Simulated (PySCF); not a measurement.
# C2H7B2F2P: electronic excitations

Aim: predict the electronic excitations of C2H7B2F2P (`CB(P)CB(F)F`).

Computed with PySCF 2.14.0, with density-fitted response routines of our own, on a single molecule in the gas phase. Atoms are numbered from 0 throughout.

### 1 The starting structure

14 atoms, charge 0, multiplicity 1; geometry from: GFN2-xTB.

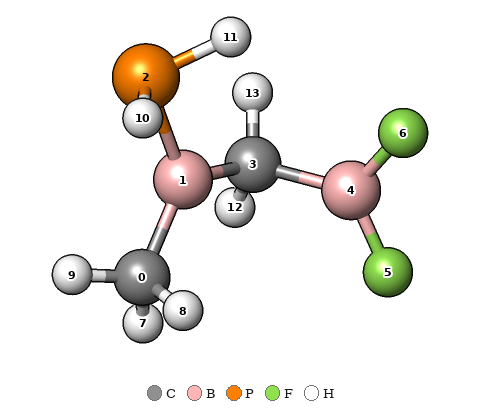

The starting geometry (carbon grey, boron pink, phosphorus orange, fluorine green, hydrogen white), atoms numbered; sticks join atoms by distance.

### 2 TDDFT and polarisability: wB97X-D/def2-SVPD

The job: settings as JSON, then the geometry in Å.

```
{"job": {"kind": "uv", "xc": "wB97X-D", "basis": "def2-SVPD", "nstates": 8, "ntriplets": 3}, "charge": 0, "multiplicity": 1}
C     -0.933925    -1.427745     0.471829
B     -0.595078    -0.008723    -0.118049
P     -1.657805     1.489895     0.314114
C      0.608610     0.173029    -1.145382
B      1.929448     0.324366    -0.314111
F      2.723203    -0.686158    -0.014680
F      2.316366     1.472738     0.212277
H     -0.582031    -2.256191    -0.138588
H     -0.445856    -1.532114     1.442917
H     -1.998940    -1.566181     0.653770
H     -1.868188     1.227576     1.655370
H     -0.644277     2.408918     0.512208
H      0.687571    -0.689565    -1.805446
H      0.460227     1.069682    -1.748396
```

Level: TDDFT wB97X-D/def2-SVPD, vertical, gas phase, core orbitals frozen in the response.

On the command line:

```bash
OMP_NUM_THREADS=1 python probes_run.py task.json out
```

This one command runs all jobs of the session in turn.

Log:

```text
coarse grid: 12480 points
cycle   1  E = -670.7075074340  dE =  7.380e-01  |g| = 6.557e-01  |ddm| = 4.996e+00
cycle   2  E = -670.7261874697  dE = -1.868e-02  |g| = 6.738e-01  |ddm| = 1.356e+00
cycle   3  E = -670.7961974503  dE = -7.001e-02  |g| = 5.679e-02  |ddm| = 5.295e-01
cycle   4  E = -670.7969135046  dE = -7.161e-04  |g| = 2.270e-02  |ddm| = 1.193e-01
cycle   5  E = -670.7970636443  dE = -1.501e-04  |g| = 4.103e-03  |ddm| = 4.481e-02
cycle   6  E = -670.7970696410  dE = -5.997e-06  |g| = 1.119e-03  |ddm| = 1.003e-02
final grid: 117576 points
cycle   7  E = -670.8765933270  dE = -1.241e-04  |g| = 6.105e-03  |ddm| = 1.769e-01
cycle   8  E = -670.8765976901  dE = -4.363e-06  |g| = 5.530e-03  |ddm| = 2.928e-02
cycle   9  E = -670.8766031022  dE = -5.412e-06  |g| = 7.184e-04  |ddm| = 5.188e-03
cycle  10  E = -670.8766032580  dE = -1.558e-07  |g| = 3.594e-04  |ddm| = 2.800e-03
cycle  11  E = -670.8766032988  dE = -4.089e-08  |g| = 6.820e-05  |ddm| = 1.015e-03
cycle  12  E = -670.8766033025  dE = -3.627e-09  |g| = 3.143e-05  |ddm| = 2.642e-04
cycle  13  E = -670.8766033033  dE = -8.210e-10  |g| = 1.379e-05  |ddm| = 1.341e-04
converged SCF energy = -670.8766033033

Static polarisability (au): isotropic 77.536, principal 65.927 76.894 89.787

Singlet excitations
state   eV       nm        f      main configurations
  1   5.2104    238.0   0.06739   H->L 0.88
  2   6.4071    193.5   0.02128   H-2->L 0.64, H-1->L 0.31
  3   6.5605    189.0   0.06604   H-1->L 0.56, H-2->L 0.30
  4   6.8453    181.1   0.04836   H->L+1 0.82
  5   7.0096    176.9   0.02513   H->L+3 0.82, H->L+2 0.08
  6   7.8888    157.2   0.21010   H->L+7 0.32, H->L+6 0.23, H->L+4 0.16
  7   8.1734    151.7   0.05750   H->L+5 0.36, H->L+2 0.25, H->L+4 0.10
  8   8.2530    150.2   0.07310   H-3->L 0.72, H-1->L+1 0.10

Triplet excitations (Tamm-Dancoff, eV): 4.3451 5.8756 6.0106
```

Run time: 91 s. Hardware: 1 thread of Intel Xeon at 2.50GHz, shared host; peak memory 0.86 GiB.

The orbitals next to the gap, with their largest atomic shares:

| orbital | eV | atoms |
| --- | --- | --- |
| HOMO−3 | -12.62 | C3 28 %, B4 13 %, C0 12 % |
| HOMO−2 | -11.27 | C0 28 %, B1 24 %, C3 17 % |
| HOMO−1 | -11.01 | P2 29 %, B1 19 %, C3 18 % |
| HOMO | -9.32 | P2 62 %, B1 17 %, H11 6 % |
| LUMO | 0.42 | B1 36 %, P2 15 %, C3 13 % |
| LUMO+1 | 1.58 | B1 37 %, B4 17 %, P2 10 % |
| LUMO+2 | 2.23 | B4 47 %, F5 11 %, F6 10 % |

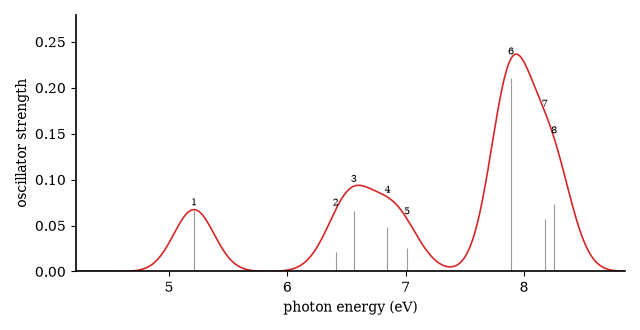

Absorption spectrum from the 8 singlet states computed; above the last one it falls off for lack of states. Lines are broadened to a width of 0.40 eV (Gaussian).

Ground-state properties from the same run:

| property | computed |
| --- | --- |
| dipole moment (D) | 1.19 |
| polarisability (Å³) | 11.49 |
| HOMO–LUMO gap (eV) | 9.74 |
| −ε(HOMO) (eV) | 9.32 |

### 3 Outcome

```
                                quantity                        value
      lowest singlet (wB97X-D/def2-SVPD)  5.21 eV (238 nm), f = 0.067
brightest single state of those computed  state 6, 7.89 eV, f = 0.210
                          lowest triplet                      4.35 eV
```

The first singlet state (HOMO→LUMO 0.88) lies at 5.21 eV and is bright; of the 8 states computed, the strongest absorption comes from state 6 at 7.89 eV. The lowest triplet lies 0.87 eV below the lowest singlet (triplets in Tamm-Dancoff, singlets in full TDDFT).
